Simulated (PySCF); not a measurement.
GeH₂, SMILES `[GeH2]`.

PySCF calculation, PBE0/cc-pVDZ, gas phase; geometry: GFN2-xTB. No frequency check shows the geometry to be a minimum. A basis without diffuse functions makes polarisabilities too small. GFN2-xTB bond lengths at metals and heavier atoms can be off by up to 0.1 Å and shapes distorted, which carries into these values.

Coordinates in Å:

```
Ge1      0.0689    0.0000    0.0000
H2      -1.1026   -1.1010    0.0000
H3      -1.1025    1.1011    0.0000
```

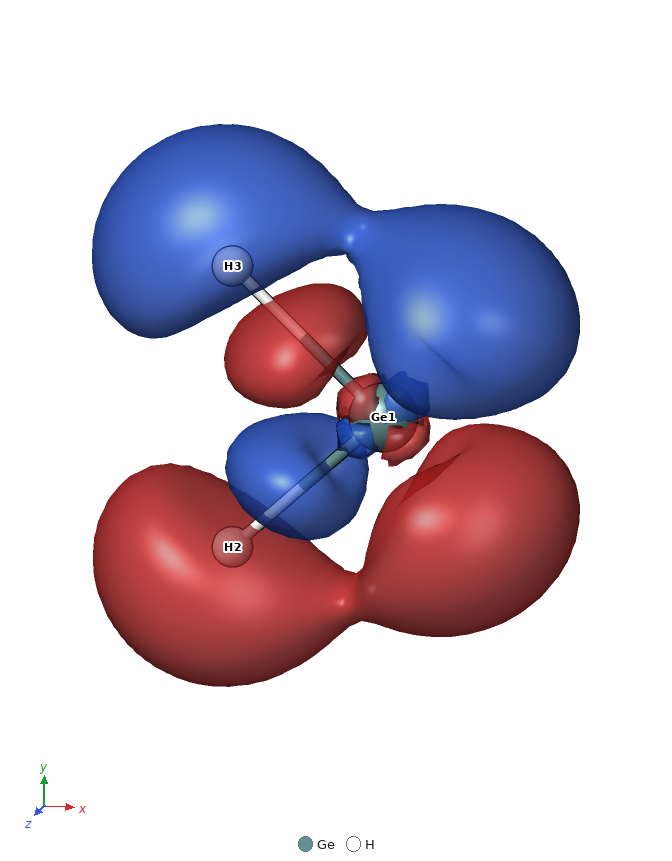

Change of the electron density in a uniform field of 0.21 V/Å, surfaces at ±0.0015 e/Å³ (blue: gain, red: loss).

Along which Cartesian direction does the field point?

Answer. Along −y: electrons gather on the +y side, against the field.

What dipole is induced, and what polarisability does it imply?

Answer. The induced dipole is 0.35 D (along the field); α along this axis, from the fields in both directions, is 34 bohr³ (5.1 Å³).

Which atoms gain and lose the most charge?

Answer. Electrons gather most on H3 (Hirshfeld charge changes by −0.012 e) and leave H2 most (+0.012 e); 0.034 electrons are displaced in all.
